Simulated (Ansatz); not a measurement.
**Ta (bcc, W type): frozen-phonon scan**

Starting cell, Ta (bcc, W type):

```
Ta
1.0
   -3.30485     3.30485     3.30485
    1.65242    -1.65242     1.65242
    1.65242     1.65242    -1.65242
Ta
2
Cartesian
  0.00000   0.00000   0.00000
 -1.65242   1.65242   1.65242
```

The atoms are displaced by Q × the pattern below (from a DFPT mode at N = (0.5, 0.0, 0.0), largest move 1; Q in Å), at fixed cell. (q is in reciprocal vectors of the primitive cell; the cell shown is doubled to hold the pattern.)

| atom | x | y | z |
|---|---|---|---|
| Ta1 | 0.000 | 0.707 | -0.707 |
| Ta2 | 0.000 | -0.707 | 0.707 |

The numbers are results of r2SCAN (plane waves to 500 eV, PAW, scalar-relativistic; Ansatz, a first-principles code), not measurements. k mesh 10×20×20 (Γ-centred), Fermi-Dirac smearing 0.05 eV. E stands for the smeared free energy. With partly filled bands, energies and forces of such displacements shift with the k mesh and the smearing. Spin-orbit coupling is left out, though Ta is heavy. Ta is run without spin polarisation. Ta was relaxed with its symmetry unable to fall. The zero of ΔE is the undisplaced structure.

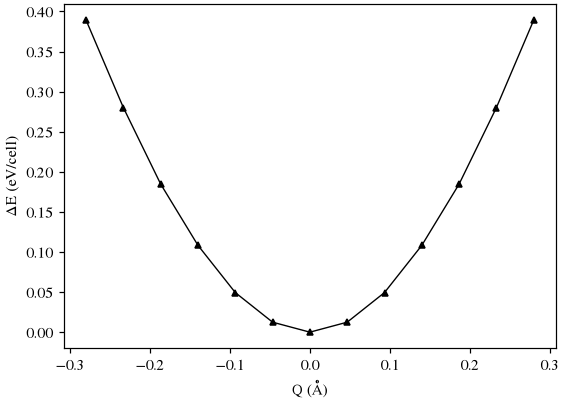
ΔE (eV/cell) against Q (Å); one marker a computed point.

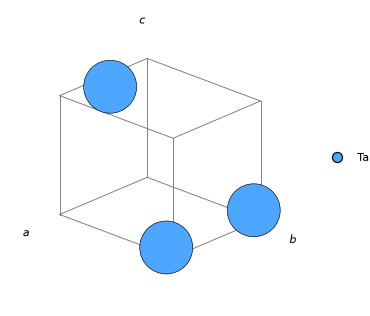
Fig. 1. The cell of the calculation at Q = 0.280 Å.

The energy at Q = 0.280 Å comes out as 389 meV/cell. Shape of the curve: a single well with its minimum at or next to zero displacement. Symmetry of the curve: even: the same for both signs. Space group of the distorted cell: Cmcm (No. 63), lowered from Im-3m. Harmonic wavenumber from the curvature (finite differences): 93 cm⁻¹.

E″ = 11.49 eV/Å², M = Σ mᵢ|uᵢ|² = 361.9 u, ν̃ = 521.5·√(|E″|/M).

(A displaced cell: forces are minus the slopes of the energy, force constants its curvatures, and phonons follow from these.)
